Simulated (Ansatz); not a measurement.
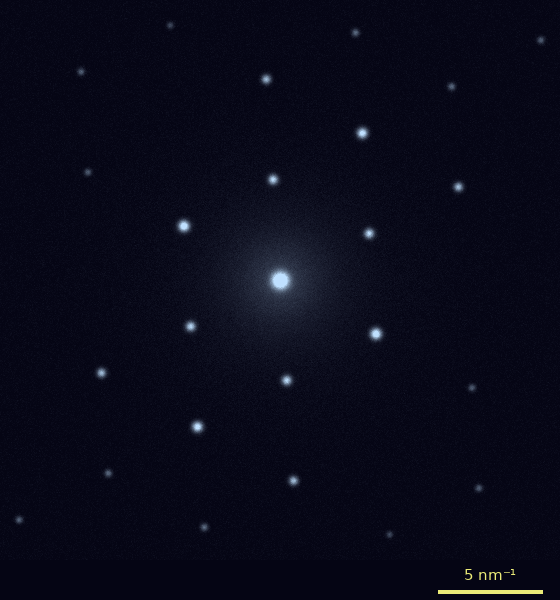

The pattern is a kinematic simulation for 120 kV electrons (no multiple scattering; isotropic B = 0.5 Å²).

> Describe the geometry of this pattern.

The spots form a centred rectangular net with both shortest vectors at d = 2.06 Å, 66.4° apart.

> What is the point symmetry of the pattern, intensities included?

2mm.

> Which crystal and zone produced it?

This cannot be fixed from one zone alone; the pattern is [211] of Co, space group P6_3/mmc (No. 194), a = 2.46 Å, c = 8.02 Å (hexagonal axes). The net vectors are 0 1 -1 and -1 1 1. Structure: coordinates from a relaxation with DFT, revPBE, plane waves (420 eV) with PAW, scalar-relativistic in Ansatz 0.2.0; the starting structure was generated, so it need not be a known form of this composition.
